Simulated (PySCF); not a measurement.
**Run report: SrH2O2, frequency calculation**

System: SrH2O2.
Method: RKS-based PBE0, Sr def2-TZVP with ECP28, O def2-TZVP, H def2-TZVP; non-relativistic Hamiltonian with a scalar-relativistic core potential; density fitting (PySCF 2.14.0).

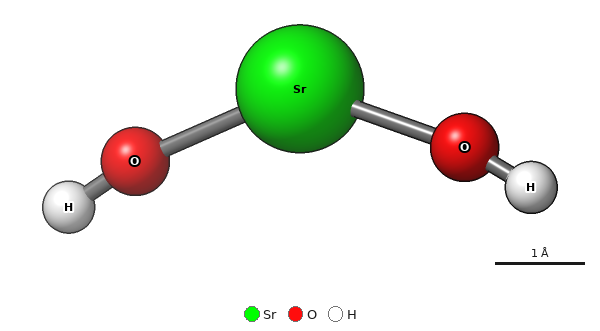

*The input geometry (ball-and-stick view, seen at a tilt). Sticks mark near contacts.*

Bond lengths as drawn: H–O 0.95 Å and O–Sr 2.16 Å.

## Input file
```python
from pyscf import gto, scf, dft
mol = gto.M(atom='''
Sr     0.000000     0.000000    -0.214690
O      2.028820     0.000000     0.526270
O     -2.028820     0.000000     0.526270
H      2.849850     0.000000     1.010660
H     -2.849850     0.000000     1.010660''',
    basis={'Sr': 'def2-TZVP', 'O': 'def2-TZVP', 'H': 'def2-TZVP'},
    ecp={'Sr': 'def2-TZVP'},
    charge=0, spin=0)
mf = dft.RKS(mol, xc='PBE0')
mf.grids.atom_grid = (75, 302)
aux = {'Sr': 'def2-universal-JKFIT', 'O': 'def2-universal-JKFIT', 'H': 'def2-universal-JKFIT'}
mf = mf.density_fit(auxbasis=aux)
mf.conv_tol = 1e-09
mf.diis_space = 10
mf.max_cycle = 60
mf.verbose = 4
mf.kernel()
```

The script is an equivalent of the set-up of the self-consistent field. The run itself was carried out by a driver, which started from the orbitals of the step before it where there was one and computed the further properties.

Run as:
```bash
OMP_NUM_THREADS=2 python axn.py task.json out
```

## Log
```
init E= -182.35519583048
  HOMO = -0.246685855849883  LUMO = -0.0467556412557499  gap/eV = 5.44038
cycle= 1 E= -182.355195830481  delta_E= -1.22e-12  |g|= 1.94e-06  |ddm|= 3.44e-06
  HOMO = -0.246686125759109  LUMO = -0.0467555670632507  gap/eV = 5.44039
Extra cycle  E= -182.355195830481  delta_E= 1.42e-13  |g|= 1.73e-06  |ddm|= 2.51e-06
converged SCF energy = -182.355195830481
```

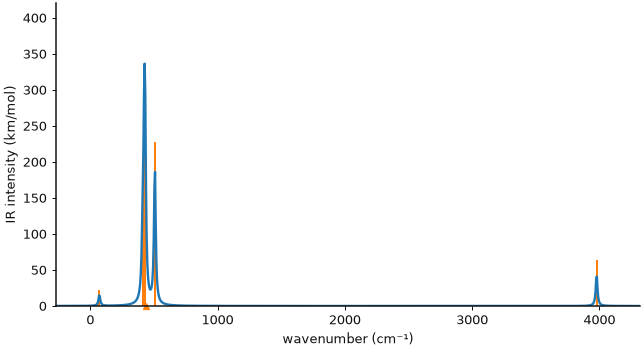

*Harmonic infrared spectrum, unscaled: sticks (degenerate modes added up, dark ones marked on the axis) with a Lorentzian envelope of 16 cm⁻¹ full width, scaled to the tallest stick.*

9 modes from 71 to 3978 cm⁻¹, none imaginary. The strongest line is at 430 cm⁻¹ (336 km/mol). All modes, in cm⁻¹ (km/mol): 71 (23), 411 (107), 423 (231), 430 (336), 436 (0.0), 507 (228), 508 (51), 3978 (14.4), 3978 (49).

## Summary

```json
{"quantity": "outcome", "value": "converged"}
{"quantity": "total energy", "value": "−182.355196 hartree"}
{"quantity": "HOMO", "value": "−6.71 eV"}
{"quantity": "LUMO", "value": "−1.27 eV"}
{"quantity": "zero-point energy", "value": "0.024474 hartree"}
{"quantity": "dipole moment", "value": "3.27 D"}
{"quantity": "wavenumbers, lowest and highest", "value": "71 and 3978 cm⁻¹"}
{"quantity": "hardware", "value": "2 threads of Arm Neoverse N1, 54 GiB of memory available, shared host"}
{"quantity": "wall time", "value": "61 s (CPU time 1.8 min)"}
{"quantity": "peak memory", "value": "1.4 GiB"}
```
